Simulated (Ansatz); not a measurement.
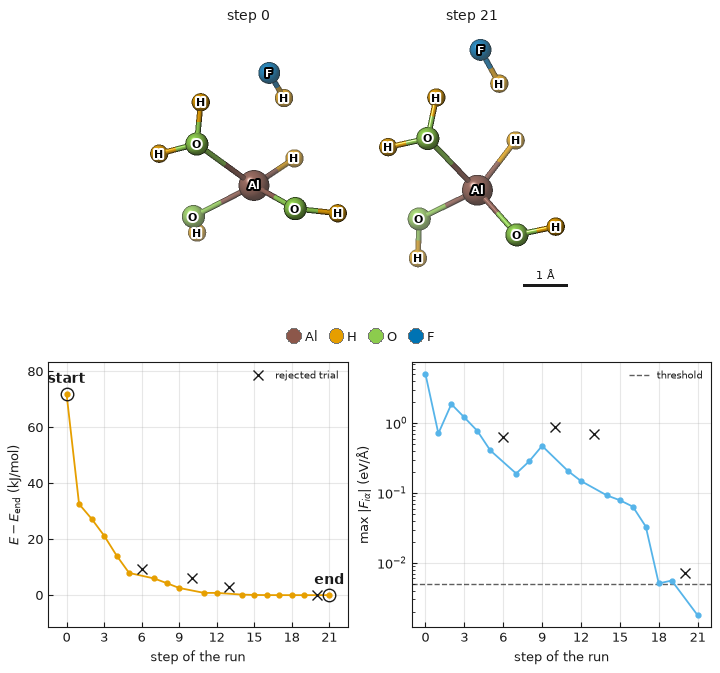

First and last geometry of a relaxation of AlH$_{6}$O$_{3}$F (started from a transition state, displaced along its imaginary mode), with the history of the run. A ball-and-stick model, seen at a tilt.

All numbers below come from RKS PBE0-D4/def2-TZVP (Ansatz).

Input
```yaml
crystal:
  periodic: [false, false, false]
  atoms:
    - {symbol: Al, position_ang: [-0.565707, -0.102945, -0.133280]}
    - {symbol: H, position_ang: [-0.167837, -1.401328, -0.986133]}
    - {symbol: O, position_ang: [-0.805496, 1.218222, -1.212686]}
    - {symbol: O, position_ang: [-1.426500, -0.549058, 1.272319]}
    - {symbol: H, position_ang: [1.533781, 0.803612, 1.010766]}
    - {symbol: O, position_ang: [0.647282, 1.134431, 0.839465]}
    - {symbol: H, position_ang: [1.194046, -1.435667, -0.397080]}
    - {symbol: F, position_ang: [1.807928, -1.148256, 0.127962]}
    - {symbol: H, position_ang: [-1.124007, 1.030656, -2.116979]}
    - {symbol: H, position_ang: [-1.799448, -1.462563, 1.327404]}
    - {symbol: H, position_ang: [0.706058, 1.912897, 0.268144]}
basis:
  gaussian: {orbitals: def2-TZVP}
hamiltonian: {xc: pbe0, dispersion: d4}
relax: {f_tol: 0.005, max_steps: 200}
```

Run as
```bash
ansatz run in.yaml --threads 8 --pin off --events-out ev --progress --plain --max-ram 19148MiB
```

What do the curves and the structures tell?

Answer. It converged. After 17 accepted moves (21 points after the start) the energy has fallen by 71.9 kJ/mol. Largest force component: 5.1 eV/Å at the start, 0.0018 eV/Å at the end. The line search rejected the trial steps at points 6, 10, 13, 20 of the run. The atom that moves furthest after the best rigid fit is H9 (0.74 Å). By element the largest moves are H 0.74 Å, O 0.69 Å, F 0.59 Å, Al 0.11 Å. Near-neighbour distances that change, for instance: Al1–F8 2.607 → 3.219 Å, Al1–H7 2.223 → 2.536 Å, H7–F8 0.857 → 0.967 Å, Al1–O6 1.987 → 1.937 Å. Bond angles that change, for instance: H2–Al1–O6 127.8° → 97.9°, O4–Al1–O6 93.9° → 111.6°, O3–Al1–O4 130.2° → 118.5°. Groups turn about Al1–O3 by about 70°, Al1–O4 by about 40°. Cost: 29 s on 8 threads of Arm Neoverse V2 (shared host).
